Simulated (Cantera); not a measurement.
A closed system holds: 1 mol C2H2, 6.8 mol H2, equilibrated at 4.20 bar.

Cantera equilibrium calculation (NASA polynomials, part measured and part estimated; ideal gas, pure solids and liquids). Candidate condensed phases: C, C6H6, C7H8, C8H18; 76 gas species. The numbers say what is thermodynamically allowed, not how fast it happens.

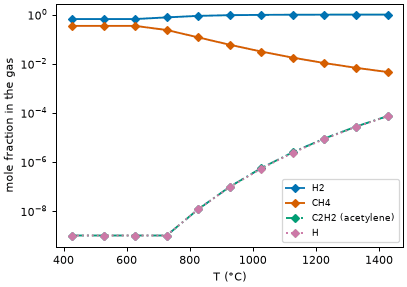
Equilibrium gas composition (values under 1e-9 drawn at 1e-9)

From 427 °C to 627 °C nothing is condensed. From 727 °C to 1427 °C the condensed part is C(graphite). The main C-bearing gas is CH4 throughout.
